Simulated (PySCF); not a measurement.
**C₁₅H₁₁N: NMR shifts at several levels of theory**

Aim: compute the NMR shifts of C₁₅H₁₁N (`c1ccc(-c2ccc3ccccc3n2)cc1`) at several levels, and see how far they spread and what each costs.

Programs: PySCF 2.14.0, with density-fitted response routines of our own. Each step states its level of theory. These are calculated values for one molecule in the gas phase, unless marked as measured. Atoms count from 0, in the outputs and in this text.

### 1 Starting geometry

27 atoms, charge 0, multiplicity 1; geometry from: GFN2-xTB.

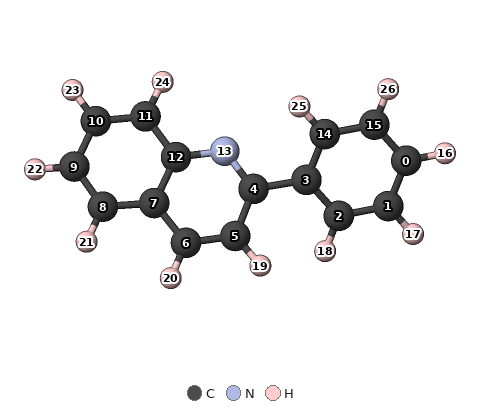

As it starts; carbon dark grey, nitrogen light blue, hydrogen pink, atoms numbered.

### 2 Geometry optimisation at PBE0-D3(BJ)/def2-SVP

The job: settings as JSON, then the geometry in Å.

```
{"job": {"xc": "PBE0", "basis": "def2-SVP", "d3": "d3bj", "grid": 1, "kind": "geom"}, "charge": 0, "multiplicity": 1}
C      4.560520     0.923170     0.123990
C      4.183160    -0.025070    -0.812000
C      2.864920    -0.433650    -0.898230
C      1.903390     0.110390    -0.050040
C      0.492640    -0.296660    -0.117660
C      0.133140    -1.617010    -0.487040
C     -1.187210    -1.960440    -0.526890
C     -2.166720    -0.994490    -0.212500
C     -3.550030    -1.252750    -0.238500
C     -4.442970    -0.267530     0.080640
C     -3.991090     1.012440     0.440630
C     -2.654390     1.294870     0.480070
C     -1.707280     0.300530     0.154250
N     -0.400220     0.611330     0.199890
C      2.290000     1.074000     0.879500
C      3.609550     1.471980     0.969240
H      5.592250     1.236190     0.190840
H      4.920090    -0.446840    -1.480080
H      2.580580    -1.159530    -1.646270
H      0.902590    -2.341930    -0.703980
H     -1.497120    -2.962930    -0.791070
H     -3.889560    -2.240900    -0.516510
H     -5.504400    -0.466480     0.057780
H     -4.715270     1.775180     0.687580
H     -2.288300     2.271900     0.753640
H      1.536730     1.494580     1.527350
H      3.900570     2.212660     1.699560
```

Standard output:

```text
step   0  E = -631.82568609  max force = 0.008643
step   1  E = -631.82821906  max force = 0.002012
step   2  E = -631.82819756  max force = 0.003394
step   3  E = -631.82856267  max force = 0.001169
step   4  E = -631.82864460  max force = 0.001928
step   5  E = -631.82874205  max force = 0.001300
step   6  E = -631.82878794  max force = 0.001543
step   7  E = -631.82882372  max force = 0.000781
step   8  E = -631.82882678  max force = 0.000905
step   9  E = -631.82883503  max force = 0.000270
optimisation converged
```

It took 2.5 min on 8 threads of AMD EPYC 9R45 (Zen 5), shared host.

Step by step:

```tsv
step	energy from step 0 (eV)	largest force component (eV/Å)
0	0.0000	0.4444
1	-0.0689	0.1035
2	-0.0683	0.1745
3	-0.0783	0.0601
4	-0.0805	0.0991
5	-0.0832	0.0668
6	-0.0844	0.0793
7	-0.0854	0.0402
8	-0.0855	0.0465
9	-0.0857	0.0139
```

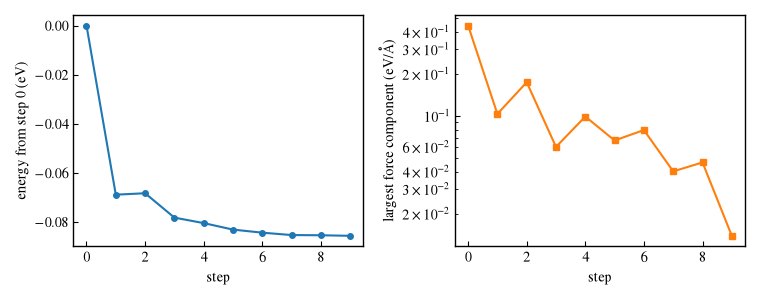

Energy and force, step by step.

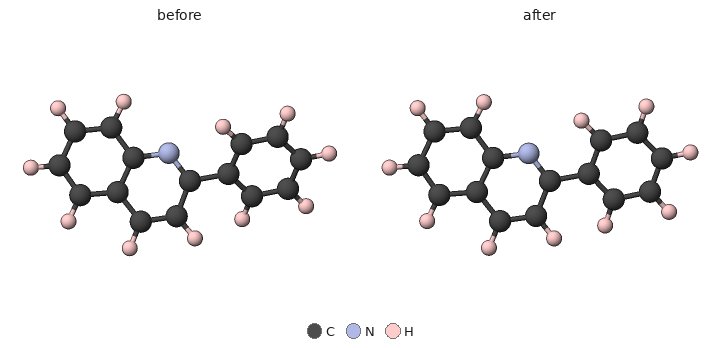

Before and after, at one scale.

Close pairs (by a distance rule), those that changed most:

```tsv
bond	before (Å)	after (Å)	change (Å)
C3–C4	1.470	1.485	+0.015
C11–H24	1.079	1.091	+0.013
C15–H26	1.080	1.093	+0.013
C0–H16	1.080	1.093	+0.012
C10–H23	1.080	1.093	+0.012
C9–H22	1.080	1.092	+0.012
C1–H17	1.080	1.093	+0.012
C8–H21	1.081	1.093	+0.012
```

The final coordinates are the input of the step that follows.

```tsv
at the end point	value
point group (found at 0.08 Å tolerance)	C1
rotational constants (GHz, main isotopes)	1.744, 0.280, 0.242
dipole moment (D)	1.57
```

### 3 Nuclear shieldings: PBE0/pcSseg-1

The job: settings as JSON, then the geometry in Å.

```
{"job": {"kind": "nmr", "xc": "PBE0", "basis": "pcSseg-1", "pop": false}, "charge": 0, "multiplicity": 1}
C      4.597452     0.944001     0.148617
C      4.274912    -0.197441    -0.582545
C      2.949052    -0.610264    -0.689729
C      1.920188     0.111846    -0.069328
C      0.493998    -0.292459    -0.158549
C      0.111979    -1.564247    -0.679160
C     -1.216060    -1.896083    -0.742667
C     -2.193941    -0.977596    -0.290252
C     -3.586294    -1.233866    -0.317311
C     -4.475873    -0.292647     0.147567
C     -4.006752     0.940919     0.657828
C     -2.659905     1.215985     0.695851
C     -1.716528     0.266408     0.223569
N     -0.401353     0.571193     0.274623
C      2.258222     1.263524     0.657031
C      3.581480     1.673695     0.767337
H      5.638041     1.265885     0.234415
H      5.061305    -0.771664    -1.077997
H      2.722991    -1.499202    -1.280977
H      0.868047    -2.275988    -1.009726
H     -1.530609    -2.867380    -1.133988
H     -3.941319    -2.189425    -0.712495
H     -5.549165    -0.494589     0.124394
H     -4.724456     1.678995     1.023956
H     -2.273142     2.160001     1.083817
H      1.448564     1.822457     1.128256
H      3.824735     2.570951     1.341654
```

Level: GIAO PBE0/pcSseg-1 NMR shielding, non-relativistic, gas phase.

Standard output:

```text
coarse grid: 24176 points
cycle   1  E = -632.0046328585  dE =  3.078e+00  |g| = 4.674e-01  |ddm| = 5.644e+00
cycle   2  E = -631.9985158721  dE =  6.117e-03  |g| = 5.293e-01  |ddm| = 1.562e+00
cycle   3  E = -632.0626887704  dE = -6.417e-02  |g| = 1.344e-01  |ddm| = 7.365e-01
cycle   4  E = -632.0665692821  dE = -3.881e-03  |g| = 5.559e-02  |ddm| = 2.028e-01
cycle   5  E = -632.0673506817  dE = -7.814e-04  |g| = 1.435e-02  |ddm| = 8.989e-02
cycle   6  E = -632.0674013772  dE = -5.070e-05  |g| = 4.624e-03  |ddm| = 2.223e-02
cycle   7  E = -632.0674065067  dE = -5.130e-06  |g| = 1.508e-03  |ddm| = 6.388e-03
final grid: 238208 points
cycle   8  E = -632.1607673841  dE = -5.893e-05  |g| = 9.011e-03  |ddm| = 8.291e-02
cycle   9  E = -632.1607616239  dE =  5.760e-06  |g| = 1.024e-02  |ddm| = 2.898e-02
cycle  10  E = -632.1607879553  dE = -2.633e-05  |g| = 2.849e-03  |ddm| = 1.631e-02
cycle  11  E = -632.1607901448  dE = -2.190e-06  |g| = 3.927e-04  |ddm| = 3.738e-03
cycle  12  E = -632.1607901758  dE = -3.097e-08  |g| = 1.667e-04  |ddm| = 6.423e-04
cycle  13  E = -632.1607901825  dE = -6.666e-09  |g| = 5.664e-05  |ddm| = 2.295e-04
cycle  14  E = -632.1607901832  dE = -7.653e-10  |g| = 1.791e-05  |ddm| = 7.545e-05
converged SCF energy = -632.1607901832

GIAO shielding tensors (ppm)
atom      isotropic    diamagn.    paramagn.     s11        s22        s33       span
  0 C       48.660     254.423    -205.763    -62.671     35.074    173.576    236.248
  1 C       51.126     252.896    -201.771    -59.637     39.617    173.397    233.034
  2 C       54.157     250.585    -196.428    -50.265     38.452    174.283    224.548
  3 C       42.266     260.314    -218.048    -52.762     16.573    162.987    215.749
  4 C       26.187     252.875    -226.688    -68.548      6.352    140.757    209.305
  5 C       63.521     258.354    -194.833    -43.493     56.985    177.071    220.563
  6 C       42.091     248.669    -206.578    -63.687     28.959    161.000    224.686
  7 C       53.959     262.266    -208.307    -20.922    -10.458    193.258    214.180
  8 C       51.573     247.088    -195.515    -47.932     42.257    160.394    208.326
  9 C       52.744     254.987    -202.242    -56.031     39.924    174.340    230.371
 10 C       49.240     254.398    -205.158    -62.847     37.905    172.661    235.508
 11 C       46.878     249.529    -202.650    -51.604     36.965    155.275    206.879
 12 C       32.702     248.501    -215.799    -44.965    -17.496    160.565    205.529
 13 N      -73.784     338.538    -412.322   -370.578   -120.929    270.156    640.734
 14 C       49.937     246.164    -196.228    -56.093     25.225    180.678    236.771
 15 C       49.932     254.167    -204.235    -60.585     37.022    173.359    233.944
 16 H       23.728      26.498      -2.770     20.411     24.286     26.487      6.075
 17 H       23.678      27.757      -4.079     19.902     24.303     26.829      6.927
 18 H       23.066      34.341     -11.276     17.488     23.038     28.671     11.183
 19 H       23.121      34.941     -11.820     16.845     23.034     29.485     12.640
 20 H       23.023      32.731      -9.708     18.072     23.354     27.643      9.572
 21 H       23.369      30.129      -6.760     18.603     23.998     27.506      8.903
 22 H       23.591      26.742      -3.151     19.469     24.620     26.685      7.216
 23 H       23.354      28.291      -4.937     19.239     24.146     26.678      7.439
 24 H       22.842      32.248      -9.407     17.940     23.082     27.503      9.563
 25 H       21.807      33.685     -11.878     15.123     22.466     27.834     12.711
 26 H       23.574      28.888      -5.314     19.741     24.159     26.822      7.081
```

It took 44 s on 8 threads of AMD EPYC 9R45 (Zen 5), shared host.

The references, computed at this level on geometries of the same kind, shield at (ppm): 1H TMS 31.27, 13C TMS 184.4, 15N NH3 265.7. Their shielding less the atom's gives the shift. The references are single molecules in the gas phase, so shifts against H2O, NH3, PH3, H3PO4 or CFCl3 are not on the usual liquid scales and can be off by tens of ppm. Atoms listed in one row are averaged.

```tsv
atoms	environment	σ (ppm)	δ (ppm)	δ scaled to CDCl3
C4	substituted aromatic carbon next to a ring nitrogen	26.2	158.2	153.1
C12	ring-fusion aromatic carbon	32.7	151.7	146.8
C6	aromatic CH	42.1	142.3	137.7
C3	substituted aromatic carbon	42.3	142.1	137.5
C11	aromatic CH	46.9	137.5	133.0
C0	aromatic CH	48.7	135.7	131.3
C10	aromatic CH	49.2	135.2	130.7
C1, C15	aromatic CH	50.5	133.9	129.5
C8	aromatic CH	51.6	132.8	128.5
C2, C14	aromatic CH	52.0	132.4	128.0
C9	aromatic CH	52.7	131.7	127.3
C7	ring-fusion aromatic carbon	54.0	130.4	126.2
C5	aromatic CH	63.5	120.9	116.9
H18, H25	hydrogen on an aromatic CH	22.44	8.83	8.58
H24	hydrogen on an aromatic CH	22.84	8.43	8.20
H20	hydrogen on an aromatic CH	23.02	8.24	8.03
H19	hydrogen on an aromatic CH	23.12	8.15	7.94
H23	hydrogen on an aromatic CH	23.35	7.91	7.72
H21	hydrogen on an aromatic CH	23.37	7.90	7.70
H22	hydrogen on an aromatic CH	23.59	7.68	7.49
H17, H26	hydrogen on an aromatic CH	23.63	7.64	7.46
H16	hydrogen on an aromatic CH	23.73	7.54	7.36
N13	pyridine-type ring nitrogen	-73.8	339.5	–
```

The scaled column applies a straight-line fit of computed shieldings to shifts measured in CDCl3 (root-mean-square error 0.21 ppm for H, 2.0 ppm for C).

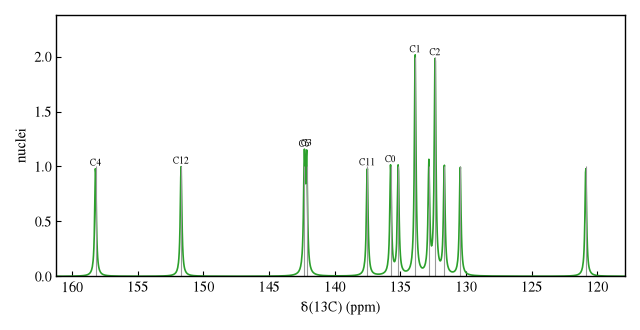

13C lines at the computed shifts, without couplings. Lines are broadened to a width of 0.15 ppm (Lorentzian).

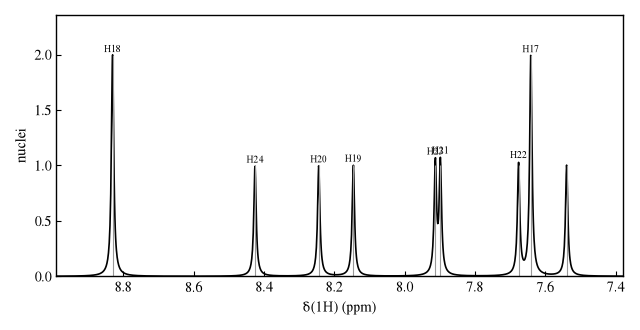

1H lines at the computed shifts, without couplings. Lines are broadened to a width of 0.01 ppm (Lorentzian).

Ring of atoms C0, C1, C2, C3, C14, C15: NICS(0) -7.1, NICS(1) -10.3, NICS(1)zz -25.2 ppm (means of both faces).

Ring of atoms C4, C5, C6, C7, C12, N13: NICS(0) -6.4, NICS(1) -10.4, NICS(1)zz -24.3 ppm (means of both faces).

Ring of atoms C7, C8, C9, C10, C11, C12: NICS(0) -8.3, NICS(1) -11.2, NICS(1)zz -27.8 ppm (means of both faces).

### 4 NMR shieldings: PBE/pcSseg-1

Same as in step 3 but for these lines:

```diff
@@ -1,2 +1,2 @@
-{"job": {"kind": "nmr", "xc": "PBE0", "basis": "pcSseg-1", "pop": false}, "charge": 0, "multiplicity": 1}
+{"job": {"kind": "nmr", "xc": "PBE", "basis": "pcSseg-1", "pop": false}, "charge": 0, "multiplicity": 1}
 C      4.597452     0.944001     0.148617
```

Level: GIAO PBE/pcSseg-1 NMR shielding, non-relativistic, gas phase.

Standard output:

```text
coarse grid: 24176 points
cycle   1  E = -631.8594178814  dE =  2.389e+00  |g| = 6.780e-01  |ddm| = 5.799e+00
cycle   2  E = -631.7418336699  dE =  1.176e-01  |g| = 9.646e-01  |ddm| = 2.319e+00
cycle   3  E = -631.9728611855  dE = -2.310e-01  |g| = 2.530e-01  |ddm| = 1.448e+00
cycle   4  E = -631.9887419858  dE = -1.588e-02  |g| = 8.663e-02  |ddm| = 3.628e-01
cycle   5  E = -631.9907802849  dE = -2.038e-03  |g| = 2.353e-02  |ddm| = 1.483e-01
cycle   6  E = -631.9909026218  dE = -1.223e-04  |g| = 1.023e-02  |ddm| = 3.860e-02
cycle   7  E = -631.9909243750  dE = -2.175e-05  |g| = 5.436e-03  |ddm| = 1.599e-02
cycle   8  E = -631.9909325399  dE = -8.165e-06  |g| = 1.197e-03  |ddm| = 6.807e-03
final grid: 238208 points
cycle   9  E = -632.1198672763  dE = -6.879e-05  |g| = 1.568e-02  |ddm| = 1.163e-01
cycle  10  E = -632.1197955604  dE =  7.172e-05  |g| = 2.254e-02  |ddm| = 5.332e-02
cycle  11  E = -632.1199194476  dE = -1.239e-04  |g| = 7.296e-03  |ddm| = 3.363e-02
cycle  12  E = -632.1199352986  dE = -1.585e-05  |g| = 9.938e-04  |ddm| = 9.804e-03
cycle  13  E = -632.1199355448  dE = -2.462e-07  |g| = 4.025e-04  |ddm| = 1.626e-03
cycle  14  E = -632.1199355820  dE = -3.723e-08  |g| = 1.290e-04  |ddm| = 5.411e-04
cycle  15  E = -632.1199355861  dE = -4.012e-09  |g| = 4.394e-05  |ddm| = 2.081e-04
cycle  16  E = -632.1199355865  dE = -4.370e-10  |g| = 1.482e-05  |ddm| = 6.091e-05
converged SCF energy = -632.1199355865

GIAO shielding tensors (ppm)
atom      isotropic    diamagn.    paramagn.     s11        s22        s33       span
  0 C       46.774     252.869    -206.095    -60.805     33.945    167.184    227.989
  1 C       48.775     251.584    -202.810    -58.416     37.724    167.016    225.432
  2 C       52.403     249.972    -197.569    -48.181     36.945    168.445    216.626
  3 C       39.548     259.404    -219.856    -50.811     11.979    157.475    208.286
  4 C       24.847     253.455    -228.608    -63.572      3.784    134.327    197.899
  5 C       61.419     257.355    -195.936    -41.439     53.566    172.131    213.570
  6 C       40.732     247.660    -206.928    -59.506     27.702    154.000    213.506
  7 C       51.600     261.457    -209.857    -22.177    -10.527    187.503    209.680
  8 C       49.084     246.028    -196.944    -45.448     39.301    153.400    198.848
  9 C       50.223     253.619    -203.396    -54.809     37.418    168.061    222.870
 10 C       47.133     253.075    -205.942    -60.940     35.950    166.388    227.328
 11 C       44.310     249.557    -205.247    -49.944     34.357    148.517    198.460
 12 C       31.068     249.161    -218.092    -42.636    -17.673    153.515    196.151
 13 N      -72.317     338.624    -410.941   -365.821   -113.466    262.336    628.157
 14 C       48.536     246.122    -197.586    -53.941     23.959    175.590    229.531
 15 C       47.588     253.103    -205.515    -59.258     35.158    166.864    226.121
 16 H       23.795      26.416      -2.621     20.745     24.080     26.561      5.817
 17 H       23.731      27.691      -3.960     20.228     24.093     26.872      6.644
 18 H       23.131      34.748     -11.618     17.875     22.905     28.612     10.738
 19 H       23.184      35.087     -11.904     17.208     22.934     29.408     12.200
 20 H       23.174      32.728      -9.554     18.527     23.317     27.676      9.149
 21 H       23.465      30.372      -6.907     19.073     23.824     27.498      8.425
 22 H       23.630      26.642      -3.012     19.795     24.409     26.687      6.892
 23 H       23.400      28.236      -4.836     19.536     23.955     26.708      7.172
 24 H       22.996      32.637      -9.641     18.534     22.944     27.511      8.977
 25 H       21.907      34.203     -12.295     15.543     22.404     27.775     12.233
 26 H       23.631      28.873      -5.243     20.068     23.958     26.865      6.797
```

It took 27 s on 8 threads of AMD EPYC 9R45 (Zen 5), shared host.

In short: δ C4 155.2, C12 149.0, C3 140.5, C6 139.3, H18 8.68, H24 8.20 ppm (means over like atoms).

### 5 Shielding tensors: wB97X-D/pcSseg-1

Same as in step 4 but for these lines:

```diff
@@ -1,2 +1,2 @@
-{"job": {"kind": "nmr", "xc": "PBE", "basis": "pcSseg-1", "pop": false}, "charge": 0, "multiplicity": 1}
+{"job": {"kind": "nmr", "xc": "wB97X-D", "basis": "pcSseg-1", "pop": false}, "charge": 0, "multiplicity": 1}
 C      4.597452     0.944001     0.148617
```

With the program's defaults for keys left out, this is: GIAO wB97X-D/pcSseg-1 NMR shielding, non-relativistic, gas phase.

Standard output:

```text
coarse grid: 24176 points
cycle   1  E = -632.5118946431  dE =  3.846e+00  |g| = 4.368e-01  |ddm| = 5.576e+00
cycle   2  E = -632.5423429357  dE = -3.045e-02  |g| = 3.810e-01  |ddm| = 1.311e+00
cycle   3  E = -632.5710590524  dE = -2.872e-02  |g| = 9.259e-02  |ddm| = 5.226e-01
cycle   4  E = -632.5728789380  dE = -1.820e-03  |g| = 4.193e-02  |ddm| = 1.462e-01
cycle   5  E = -632.5733146602  dE = -4.357e-04  |g| = 7.333e-03  |ddm| = 6.351e-02
cycle   6  E = -632.5733322108  dE = -1.755e-05  |g| = 3.035e-03  |ddm| = 1.422e-02
cycle   7  E = -632.5733359107  dE = -3.700e-06  |g| = 1.078e-03  |ddm| = 5.284e-03
final grid: 238208 points
cycle   8  E = -632.6732818294  dE = -3.351e-04  |g| = 5.407e-03  |ddm| = 9.866e-02
cycle   9  E = -632.6732858327  dE = -4.003e-06  |g| = 4.440e-03  |ddm| = 1.475e-02
cycle  10  E = -632.6732897968  dE = -3.964e-06  |g| = 1.358e-03  |ddm| = 6.162e-03
cycle  11  E = -632.6732901960  dE = -3.992e-07  |g| = 4.849e-04  |ddm| = 2.454e-03
cycle  12  E = -632.6732902597  dE = -6.374e-08  |g| = 9.959e-05  |ddm| = 6.547e-04
cycle  13  E = -632.6732902642  dE = -4.492e-09  |g| = 4.439e-05  |ddm| = 2.094e-04
cycle  14  E = -632.6732902655  dE = -1.286e-09  |g| = 1.793e-05  |ddm| = 1.026e-04
cycle  15  E = -632.6732902658  dE = -2.558e-10  |g| = 7.582e-06  |ddm| = 4.336e-05
converged SCF energy = -632.6732902658

GIAO shielding tensors (ppm)
atom      isotropic    diamagn.    paramagn.     s11        s22        s33       span
  0 C       47.628     255.136    -207.508    -66.017     34.631    174.270    240.286
  1 C       50.326     253.438    -203.112    -62.490     39.400    174.067    236.557
  2 C       53.094     251.626    -198.531    -53.431     38.300    174.415    227.847
  3 C       41.340     260.825    -219.485    -57.140     18.419    162.740    219.880
  4 C       24.112     253.698    -229.586    -74.780      6.300    140.817    215.597
  5 C       62.641     259.626    -196.986    -46.553     57.784    176.690    223.244
  6 C       40.400     250.403    -210.003    -68.496     27.987    161.710    230.206
  7 C       53.020     262.917    -209.897    -21.827    -12.178    193.066    214.894
  8 C       50.696     248.340    -197.644    -51.408     42.372    161.125    212.533
  9 C       51.918     255.520    -203.601    -59.250     40.097    174.908    234.158
 10 C       48.257     254.964    -206.707    -66.262     37.831    173.201    239.463
 11 C       45.796     249.950    -204.153    -54.970     36.979    155.379    210.349
 12 C       31.214     249.563    -218.349    -49.445    -17.416    160.502    209.947
 13 N      -74.947     339.233    -414.180   -369.705   -125.439    270.303    640.007
 14 C       48.664     246.942    -198.278    -59.239     24.762    180.469    239.708
 15 C       49.095     254.742    -205.647    -63.538     36.749    174.072    237.610
 16 H       23.812      26.235      -2.423     20.500     24.356     26.580      6.080
 17 H       23.777      27.648      -3.871     20.001     24.391     26.938      6.937
 18 H       23.145      34.521     -11.376     17.569     23.098     28.769     11.201
 19 H       23.208      35.203     -11.995     16.942     23.060     29.621     12.679
 20 H       23.076      32.859      -9.784     18.161     23.332     27.734      9.572
 21 H       23.451      29.973      -6.522     18.672     24.069     27.610      8.937
 22 H       23.696      26.513      -2.818     19.591     24.682     26.814      7.223
 23 H       23.460      28.154      -4.694     19.378     24.209     26.793      7.414
 24 H       22.897      32.427      -9.529     17.955     23.132     27.605      9.651
 25 H       21.871      34.105     -12.234     15.186     22.505     27.921     12.735
 26 H       23.671      28.873      -5.202     19.843     24.242     26.928      7.084
```

It took 58 s on 8 threads of AMD EPYC 9R45 (Zen 5), shared host.

Key values: δ C4 160.4, C12 153.3, C6 144.1, C3 143.2, H18 8.87, H24 8.48 ppm (means over like atoms).

(Part 1 of 2 ends here.)
